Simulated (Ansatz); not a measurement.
# SO+ (quartet): BHLYP, wB97M-V over a scan of the distance O1–S2, 6-31G, part 2 of 2

Ansatz 0.2.0, Gaussian basis; 6-31G, all electrons in the functionals. The steps go on from the part before.

**15. wB97M-V, 1.643 Å**

in.yaml

```yaml
crystal:
  periodic: [false, false, false]
  atoms:
    - {symbol: O, position_ang: [0.000000, 0.000000, 0.000000]}
    - {symbol: S, position_ang: [0.000000, 0.000000, 1.642500]}
basis:
  gaussian: {orbitals: 6-31G}
total_charge: 1
magnetization: {spin_polarized: true, initial_magnetization: 3}
hamiltonian: {xc: {name: wB97M-V}}
output: {forces: true, orbitals: {seedname: orbitals}}
```

Run with:

```
> ansatz run in.yaml --threads 1 --pin off --events-out ev --progress --plain --max-ram 2393MiB
```

Standard output, shortened:

```text
Functional definition: wB97M-V
  name "wB97M-V"
  cite "Mardirossian & Head-Gordon, J. Chem. Phys. 144, 214110 (2016) doi:10.1063/1.4952647"
  cite "Becke, J. Chem. Phys. 107, 8554 (1997) doi:10.1063/1.475007"
  cite "Vydrov & Van Voorhis, J. Chem. Phys. 133, 244103 (2010) doi:10.1063/1.3521275"
  # Of w^i u^j: cxij and so on, Table III.
[...]
  gx(w, u) = 1 - cx + cx01*u + cx10*w
  gss(w, u) = css00 + css04*u^4 + css10*w + css20*w^2 + css43*w^4*u^3
  gos(w, u) = cos00 + cos10*w + (cos20 + cos21*u)*w^2 + (cos60 + cos61*u)*w^6
[...]
      + integral(e_c_pw_mod_opposite_spin*gos(b97_w_opposite, b97_u_opposite)) + vv10(b, c)
220 factors; integrals over basis functions are off by at most 1.8e-4 eV
86 factors; integrals over basis functions are off by at most 2.0e-6 eV
[...]
mean field -12864.29505515 eV, -472.7541235446 hartree, gradient 2.4e-5 eV, S^2 3.754147; 4 other end points of the search recorded, 0 dependent functions left out
[...]
reference -12864.29507709 eV, -472.7541243505 hartree; 13, 10 occupied and 9, 12 virtual orbitals, 220 factors
Total energy: -12864.29507709 eV, -472.7541243505 hartree
Atom 0 at     0.000000     0.000000     0.000000 Å, force    -0.000000     0.000000    -5.060297 eV/Å
Atom 1 at     0.000000     0.000000     1.642500 Å, force     0.000000     0.000000     5.060297 eV/Å
Dipole moment:    -0.000000     0.000000     0.346034 e Å
```

Run time: 6 s. Hardware: 1 thread of Arm Neoverse V1, shared host.

From the report: ⟨S²⟩ of the determinant 3.754 (pure quartet: 3.75).

**16. wB97M-V, 1.818 Å**

in.yaml

```yaml
crystal:
  periodic: [false, false, false]
  atoms:
    - {symbol: O, position_ang: [0.000000, 0.000000, 0.000000]}
    - {symbol: S, position_ang: [0.000000, 0.000000, 1.818000]}
basis:
  gaussian: {orbitals: 6-31G}
total_charge: 1
magnetization: {spin_polarized: true, initial_magnetization: 3}
hamiltonian: {xc: {name: wB97M-V}}
output: {orbitals: {seedname: orbitals}}
```

Launched as before.

Standard output, shortened:

```text
Functional definition: wB97M-V
  name "wB97M-V"
  cite "Mardirossian & Head-Gordon, J. Chem. Phys. 144, 214110 (2016) doi:10.1063/1.4952647"
  cite "Becke, J. Chem. Phys. 107, 8554 (1997) doi:10.1063/1.475007"
  cite "Vydrov & Van Voorhis, J. Chem. Phys. 133, 244103 (2010) doi:10.1063/1.3521275"
  # Of w^i u^j: cxij and so on, Table III.
[...]
  gx(w, u) = 1 - cx + cx01*u + cx10*w
  gss(w, u) = css00 + css04*u^4 + css10*w + css20*w^2 + css43*w^4*u^3
  gos(w, u) = cos00 + cos10*w + (cos20 + cos21*u)*w^2 + (cos60 + cos61*u)*w^6
[...]
      + integral(e_c_pw_mod_opposite_spin*gos(b97_w_opposite, b97_u_opposite)) + vv10(b, c)
218 factors; integrals over basis functions are off by at most 1.9e-4 eV
86 factors; integrals over basis functions are off by at most 1.7e-6 eV
[...]
mean field -12864.60635420 eV, -472.7655635736 hartree, gradient 6.1e-5 eV, S^2 3.754835; 0 other end points of the search recorded, 0 dependent functions left out
reference -12864.60637633 eV, -472.7655643867 hartree; 13, 10 occupied and 9, 12 virtual orbitals, 218 factors
Total energy: -12864.60637633 eV, -472.7655643867 hartree
```

Wall time 2.8 s (1 thread of Arm Neoverse V1, shared host).

From the report: ⟨S²⟩ of the determinant 3.755 (pure quartet: 3.75).

From 1.643 Å: -7.2 kcal/mol.

**17. wB97M-V, 1.989 Å**

in.yaml, as its differences from that of step 16:

```diff
@@ -4,3 +4,3 @@
     - {symbol: O, position_ang: [0.000000, 0.000000, 0.000000]}
-    - {symbol: S, position_ang: [0.000000, 0.000000, 1.818000]}
+    - {symbol: S, position_ang: [0.000000, 0.000000, 1.989000]}
 basis:
```

Launched as before.

Standard output, shortened:

```text
Functional definition: wB97M-V
  name "wB97M-V"
  cite "Mardirossian & Head-Gordon, J. Chem. Phys. 144, 214110 (2016) doi:10.1063/1.4952647"
  cite "Becke, J. Chem. Phys. 107, 8554 (1997) doi:10.1063/1.475007"
  cite "Vydrov & Van Voorhis, J. Chem. Phys. 133, 244103 (2010) doi:10.1063/1.3521275"
  # Of w^i u^j: cxij and so on, Table III.
[...]
  gx(w, u) = 1 - cx + cx01*u + cx10*w
  gss(w, u) = css00 + css04*u^4 + css10*w + css20*w^2 + css43*w^4*u^3
  gos(w, u) = cos00 + cos10*w + (cos20 + cos21*u)*w^2 + (cos60 + cos61*u)*w^6
[...]
      + integral(e_c_pw_mod_opposite_spin*gos(b97_w_opposite, b97_u_opposite)) + vv10(b, c)
219 factors; integrals over basis functions are off by at most 1.9e-4 eV
86 factors; integrals over basis functions are off by at most 2.0e-6 eV
[...]
mean field -12864.23450660 eV, -472.7518984263 hartree, gradient 9.2e-6 eV, S^2 3.756695; 2 other end points of the search recorded, 0 dependent functions left out
reference -12864.23452886 eV, -472.7518992443 hartree; 13, 10 occupied and 9, 12 virtual orbitals, 219 factors
Total energy: -12864.23452886 eV, -472.7518992443 hartree
```

It took 2.9 s on 1 thread of Arm Neoverse V1, shared host.

From the report: ⟨S²⟩ of the determinant 3.757 (pure quartet: 3.75).

From 1.643 Å: +1.4 kcal/mol.

**18. wB97M-V, 2.314 Å**

in.yaml

```yaml
crystal:
  periodic: [false, false, false]
  atoms:
    - {symbol: O, position_ang: [0.000000, 0.000000, 0.000000]}
    - {symbol: S, position_ang: [0.000000, 0.000000, 2.314000]}
basis:
  gaussian: {orbitals: 6-31G}
total_charge: 1
magnetization: {spin_polarized: true, initial_magnetization: 3}
hamiltonian: {xc: {name: wB97M-V}}
output: {forces: true, orbitals: {seedname: orbitals}}
```

The command is unchanged.

Standard output, shortened:

```text
Functional definition: wB97M-V
  name "wB97M-V"
  cite "Mardirossian & Head-Gordon, J. Chem. Phys. 144, 214110 (2016) doi:10.1063/1.4952647"
  cite "Becke, J. Chem. Phys. 107, 8554 (1997) doi:10.1063/1.475007"
  cite "Vydrov & Van Voorhis, J. Chem. Phys. 133, 244103 (2010) doi:10.1063/1.3521275"
  # Of w^i u^j: cxij and so on, Table III.
[...]
  gx(w, u) = 1 - cx + cx01*u + cx10*w
  gss(w, u) = css00 + css04*u^4 + css10*w + css20*w^2 + css43*w^4*u^3
  gos(w, u) = cos00 + cos10*w + (cos20 + cos21*u)*w^2 + (cos60 + cos61*u)*w^6
[...]
      + integral(e_c_pw_mod_opposite_spin*gos(b97_w_opposite, b97_u_opposite)) + vv10(b, c)
218 factors; integrals over basis functions are off by at most 2.1e-4 eV
86 factors; integrals over basis functions are off by at most 2.5e-6 eV
[...]
mean field -12863.21631680 eV, -472.7144806413 hartree, gradient 2.5e-6 eV, S^2 4.297062; 12 other end points of the search recorded, 0 dependent functions left out
[...]
reference -12863.21633934 eV, -472.7144814697 hartree; 13, 10 occupied and 9, 12 virtual orbitals, 218 factors
Total energy: -12863.21633934 eV, -472.7144814697 hartree
Atom 0 at     0.000000     0.000000     0.000000 Å, force     0.000000     0.000000     0.967256 eV/Å
Atom 1 at     0.000000     0.000000     2.314000 Å, force    -0.000000    -0.000000    -0.967256 eV/Å
Dipole moment:    -0.017617     0.000000     0.172161 e Å
```

Run time: 14 s. Hardware: 1 thread of Arm Neoverse V1, shared host.

From the report: ⟨S²⟩ of the determinant 4.297 (pure quartet: 3.75). The determinant of wB97M-V (⟨S²⟩ 4.30) is far from a pure spin state, so its energy mixes those of several spin states; that is harmless only where they are near-degenerate.

From 1.643 Å: +24.9 kcal/mol.

**19. wB97M-V, 2.688 Å**

in.yaml, as its differences from that of step 18:

```diff
@@ -4,3 +4,3 @@
     - {symbol: O, position_ang: [0.000000, 0.000000, 0.000000]}
-    - {symbol: S, position_ang: [0.000000, 0.000000, 2.314000]}
+    - {symbol: S, position_ang: [0.000000, 0.000000, 2.688000]}
 basis:
```

Same command.

Standard output, shortened:

```text
Functional definition: wB97M-V
  name "wB97M-V"
  cite "Mardirossian & Head-Gordon, J. Chem. Phys. 144, 214110 (2016) doi:10.1063/1.4952647"
  cite "Becke, J. Chem. Phys. 107, 8554 (1997) doi:10.1063/1.475007"
  cite "Vydrov & Van Voorhis, J. Chem. Phys. 133, 244103 (2010) doi:10.1063/1.3521275"
  # Of w^i u^j: cxij and so on, Table III.
[...]
  gx(w, u) = 1 - cx + cx01*u + cx10*w
  gss(w, u) = css00 + css04*u^4 + css10*w + css20*w^2 + css43*w^4*u^3
  gos(w, u) = cos00 + cos10*w + (cos20 + cos21*u)*w^2 + (cos60 + cos61*u)*w^6
[...]
      + integral(e_c_pw_mod_opposite_spin*gos(b97_w_opposite, b97_u_opposite)) + vv10(b, c)
218 factors; integrals over basis functions are off by at most 2.2e-4 eV
86 factors; integrals over basis functions are off by at most 2.6e-6 eV
[...]
mean field -12863.09029705 eV, -472.7098495009 hartree, gradient 1.4e-7 eV, S^2 4.749587; 13 other end points of the search recorded, 0 dependent functions left out
[...]
reference -12863.09031994 eV, -472.7098503419 hartree; 13, 10 occupied and 9, 12 virtual orbitals, 218 factors
Total energy: -12863.09031994 eV, -472.7098503419 hartree
Atom 0 at     0.000000     0.000000     0.000000 Å, force    -0.000000     0.000000     0.354361 eV/Å
Atom 1 at     0.000000     0.000000     2.688000 Å, force     0.000000    -0.000000    -0.354361 eV/Å
Dipole moment:     0.000000     0.000000     0.216493 e Å
```

Run time: 20 s. Hardware: 1 thread of Arm Neoverse V1, shared host.

From the report: ⟨S²⟩ of the determinant 4.750 (pure quartet: 3.75). The determinant of wB97M-V (⟨S²⟩ 4.75) is far from a pure spin state, so its energy mixes those of several spin states; that is harmless only where they are near-degenerate.

From 1.643 Å: +27.8 kcal/mol.

**20. wB97M-V, 3.035 Å**

in.yaml, as its differences from that of step 19:

```diff
@@ -4,3 +4,3 @@
     - {symbol: O, position_ang: [0.000000, 0.000000, 0.000000]}
-    - {symbol: S, position_ang: [0.000000, 0.000000, 2.688000]}
+    - {symbol: S, position_ang: [0.000000, 0.000000, 3.035000]}
 basis:
```

The command is unchanged.

Standard output, shortened:

```text
Functional definition: wB97M-V
  name "wB97M-V"
  cite "Mardirossian & Head-Gordon, J. Chem. Phys. 144, 214110 (2016) doi:10.1063/1.4952647"
  cite "Becke, J. Chem. Phys. 107, 8554 (1997) doi:10.1063/1.475007"
  cite "Vydrov & Van Voorhis, J. Chem. Phys. 133, 244103 (2010) doi:10.1063/1.3521275"
  # Of w^i u^j: cxij and so on, Table III.
[...]
  gx(w, u) = 1 - cx + cx01*u + cx10*w
  gss(w, u) = css00 + css04*u^4 + css10*w + css20*w^2 + css43*w^4*u^3
  gos(w, u) = cos00 + cos10*w + (cos20 + cos21*u)*w^2 + (cos60 + cos61*u)*w^6
[...]
      + integral(e_c_pw_mod_opposite_spin*gos(b97_w_opposite, b97_u_opposite)) + vv10(b, c)
215 factors; integrals over basis functions are off by at most 2.6e-4 eV
86 factors; integrals over basis functions are off by at most 2.8e-6 eV
[...]
mean field -12862.91515469 eV, -472.7034131377 hartree, gradient 1.8e-7 eV, S^2 4.755166; 14 other end points of the search recorded, 0 dependent functions left out
[...]
reference -12862.91517789 eV, -472.7034139902 hartree; 13, 10 occupied and 9, 12 virtual orbitals, 215 factors
Total energy: -12862.91517789 eV, -472.7034139902 hartree
Atom 0 at     0.000000     0.000000     0.000000 Å, force     0.000000     0.000000     0.568839 eV/Å
Atom 1 at     0.000000     0.000000     3.035000 Å, force     0.000000    -0.000000    -0.568839 eV/Å
Dipole moment:     0.000000     0.000000     0.366552 e Å
```

Wall time 22 s (1 thread of Arm Neoverse V1, shared host).

From the report: ⟨S²⟩ of the determinant 4.755 (pure quartet: 3.75). The determinant of wB97M-V (⟨S²⟩ 4.76) is far from a pure spin state, so its energy mixes those of several spin states; that is harmless only where they are near-degenerate.

From 1.643 Å: +31.8 kcal/mol.

**21. wB97M-V, 3.589 Å**

in.yaml

```yaml
crystal:
  periodic: [false, false, false]
  atoms:
    - {symbol: O, position_ang: [0.000000, 0.000000, 0.000000]}
    - {symbol: S, position_ang: [0.000000, 0.000000, 3.589000]}
basis:
  gaussian: {orbitals: 6-31G}
total_charge: 1
magnetization: {spin_polarized: true, initial_magnetization: 3}
hamiltonian: {xc: {name: wB97M-V}}
output: {orbitals: {seedname: orbitals}}
```

Launched as before.

Standard output, shortened:

```text
Functional definition: wB97M-V
  name "wB97M-V"
  cite "Mardirossian & Head-Gordon, J. Chem. Phys. 144, 214110 (2016) doi:10.1063/1.4952647"
  cite "Becke, J. Chem. Phys. 107, 8554 (1997) doi:10.1063/1.475007"
  cite "Vydrov & Van Voorhis, J. Chem. Phys. 133, 244103 (2010) doi:10.1063/1.3521275"
  # Of w^i u^j: cxij and so on, Table III.
[...]
  gx(w, u) = 1 - cx + cx01*u + cx10*w
  gss(w, u) = css00 + css04*u^4 + css10*w + css20*w^2 + css43*w^4*u^3
  gos(w, u) = cos00 + cos10*w + (cos20 + cos21*u)*w^2 + (cos60 + cos61*u)*w^6
[...]
      + integral(e_c_pw_mod_opposite_spin*gos(b97_w_opposite, b97_u_opposite)) + vv10(b, c)
215 factors; integrals over basis functions are off by at most 4.3e-4 eV
86 factors; integrals over basis functions are off by at most 3.5e-6 eV
[...]
mean field -12862.67514003 eV, -472.6945927616 hartree, gradient 3.6e-6 eV, S^2 4.750518; 17 other end points of the search recorded, 0 dependent functions left out
reference -12862.67516407 eV, -472.6945936453 hartree; 13, 10 occupied and 9, 12 virtual orbitals, 215 factors
Total energy: -12862.67516407 eV, -472.6945936453 hartree
```

Wall time 25 s (1 thread of Arm Neoverse V1, shared host).

From the report: ⟨S²⟩ of the determinant 4.751 (pure quartet: 3.75). The determinant of wB97M-V (⟨S²⟩ 4.75) is far from a pure spin state, so its energy mixes those of several spin states; that is harmless only where they are near-degenerate.

From 1.643 Å: +37.4 kcal/mol.

**22. wB97M-V, 4.409 Å**

in.yaml

```yaml
crystal:
  periodic: [false, false, false]
  atoms:
    - {symbol: O, position_ang: [0.000000, 0.000000, 0.000000]}
    - {symbol: S, position_ang: [0.000000, 0.000000, 4.409000]}
basis:
  gaussian: {orbitals: 6-31G}
total_charge: 1
magnetization: {spin_polarized: true, initial_magnetization: 3}
hamiltonian: {xc: {name: wB97M-V}}
output: {forces: true, orbitals: {seedname: orbitals}}
```

Same command.

Standard output, shortened:

```text
Functional definition: wB97M-V
  name "wB97M-V"
  cite "Mardirossian & Head-Gordon, J. Chem. Phys. 144, 214110 (2016) doi:10.1063/1.4952647"
  cite "Becke, J. Chem. Phys. 107, 8554 (1997) doi:10.1063/1.475007"
  cite "Vydrov & Van Voorhis, J. Chem. Phys. 133, 244103 (2010) doi:10.1063/1.3521275"
  # Of w^i u^j: cxij and so on, Table III.
[...]
  gx(w, u) = 1 - cx + cx01*u + cx10*w
  gss(w, u) = css00 + css04*u^4 + css10*w + css20*w^2 + css43*w^4*u^3
  gos(w, u) = cos00 + cos10*w + (cos20 + cos21*u)*w^2 + (cos60 + cos61*u)*w^6
[...]
      + integral(e_c_pw_mod_opposite_spin*gos(b97_w_opposite, b97_u_opposite)) + vv10(b, c)
215 factors; integrals over basis functions are off by at most 2.5e-4 eV
86 factors; integrals over basis functions are off by at most 3.7e-6 eV
[...]
mean field -12862.55092129 eV, -472.6900278073 hartree, gradient 7.6e-7 eV, S^2 4.750357; 18 other end points of the search recorded, 0 dependent functions left out
[...]
reference -12862.55094645 eV, -472.6900287320 hartree; 13, 10 occupied and 9, 12 virtual orbitals, 215 factors
Total energy: -12862.55094645 eV, -472.6900287320 hartree
Atom 0 at     0.000000     0.000000     0.000000 Å, force    -0.000000    -0.000000     0.071902 eV/Å
Atom 1 at     0.000000     0.000000     4.409000 Å, force     0.000000     0.000000    -0.071902 eV/Å
Dipole moment:    -0.000000     0.000000     1.438682 e Å
```

It took 27 s on 1 thread of Arm Neoverse V1, shared host.

From the report: ⟨S²⟩ of the determinant 4.750 (pure quartet: 3.75). The determinant of wB97M-V (⟨S²⟩ 4.75) is far from a pure spin state, so its energy mixes those of several spin states; that is harmless only where they are near-degenerate.

From 1.643 Å: +40.2 kcal/mol.

**23. wB97M-V, 5.611 Å**

in.yaml, as its differences from that of step 22:

```diff
@@ -4,3 +4,3 @@
     - {symbol: O, position_ang: [0.000000, 0.000000, 0.000000]}
-    - {symbol: S, position_ang: [0.000000, 0.000000, 4.409000]}
+    - {symbol: S, position_ang: [0.000000, 0.000000, 5.611000]}
 basis:
```

Launched as before.

Standard output, shortened:

```text
Functional definition: wB97M-V
  name "wB97M-V"
  cite "Mardirossian & Head-Gordon, J. Chem. Phys. 144, 214110 (2016) doi:10.1063/1.4952647"
  cite "Becke, J. Chem. Phys. 107, 8554 (1997) doi:10.1063/1.475007"
  cite "Vydrov & Van Voorhis, J. Chem. Phys. 133, 244103 (2010) doi:10.1063/1.3521275"
  # Of w^i u^j: cxij and so on, Table III.
[...]
  gx(w, u) = 1 - cx + cx01*u + cx10*w
  gss(w, u) = css00 + css04*u^4 + css10*w + css20*w^2 + css43*w^4*u^3
  gos(w, u) = cos00 + cos10*w + (cos20 + cos21*u)*w^2 + (cos60 + cos61*u)*w^6
[...]
      + integral(e_c_pw_mod_opposite_spin*gos(b97_w_opposite, b97_u_opposite)) + vv10(b, c)
215 factors; integrals over basis functions are off by at most 2.1e-4 eV
86 factors; integrals over basis functions are off by at most 3.8e-6 eV
[...]
mean field -12862.51470195 eV, -472.6886967711 hartree, gradient 1.1e-6 eV, S^2 4.750316; 16 other end points of the search recorded, 0 dependent functions left out
[...]
reference -12862.51472914 eV, -472.6886977703 hartree; 13, 10 occupied and 9, 12 virtual orbitals, 215 factors
Total energy: -12862.51472914 eV, -472.6886977703 hartree
Atom 0 at     0.000000     0.000000     0.000000 Å, force    -0.000000    -0.000000     0.011725 eV/Å
Atom 1 at     0.000000     0.000000     5.611000 Å, force     0.000000    -0.000000    -0.011725 eV/Å
Dipole moment:     0.000000     0.000000     1.866264 e Å
```

Wall time 38 s (1 thread of Arm Neoverse V1, shared host).

From the report: ⟨S²⟩ of the determinant 4.750 (pure quartet: 3.75). The determinant of wB97M-V (⟨S²⟩ 4.75) is far from a pure spin state, so its energy mixes those of several spin states; that is harmless only where they are near-degenerate.

From 1.643 Å: +41.1 kcal/mol.

**24. Against the wave-function levels**

The yardstick is full CI for this spin, exact in this basis with these frozen cores. It comes from earlier runs at the same points. Energies in kcal/mol, counted from 1.643 Å; blanks weren't run or aren't comparable.

| level | 1.284 Å | 1.513 Å | 1.643 Å | 1.818 Å | 1.989 Å | 2.314 Å | 2.688 Å | 3.035 Å | 3.589 Å | 4.409 Å | 5.611 Å |
| --- | --- | --- | --- | --- | --- | --- | --- | --- | --- | --- | --- |
| FCI | 159.2 | 30.2 | 0.0 | -14.0 | -13.6 | -5.3 | -6.1 | -6.6 | -5.0 | -3.1 | -2.4 |
| BHLYP | 150.4 | 24.8 | 0.0 | -6.0 | 2.5 | 15.0 | 15.3 | 18.1 | 21.2 | 23.6 | 24.3 |
| wB97M-V | 148.3 | 26.2 | 0.0 | -7.2 | 1.4 | 24.9 | 27.8 | 31.8 | 37.4 | 40.2 | 41.1 |

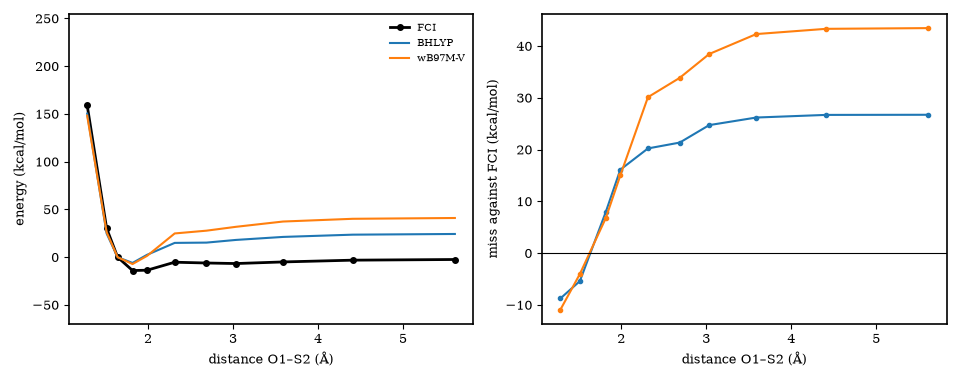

Left: the curves (the axis may cut off levels that run far away). Right: misses against FCI, in the same colours.

Largest miss and mean time a point (FCI took 3.9 min a point; shared hosts):

| level | largest miss (kcal/mol) | where | time a point |
| --- | --- | --- | --- |
| BHLYP | +26.7 | 5.611 Å | 3.8 s |
| wB97M-V | +43.5 | 5.611 Å | 15 s |

**25. What came out**

This closing draws on all 2 parts.

```
             quantity                     value
span of the FCI curve            173.1 kcal/mol
  largest miss, BHLYP  +26.7 kcal/mol (5.611 Å)
largest miss, wB97M-V  +43.5 kcal/mol (5.611 Å)
```

In words: Of the functionals, BHLYP keep the smallest largest miss at the points compared (at most 26.7 kcal/mol) and wB97M-V strays most (43.5 kcal/mol, at 5.611 Å). BHLYP, wB97M-V clearly break the spin symmetry at some points (⟨S²⟩ up to 1.01 above the pure value), so energy there is bought with a mixed spin. Functionals and the yardstick converge differently with the basis, so part of each miss in 6-31G is the basis.
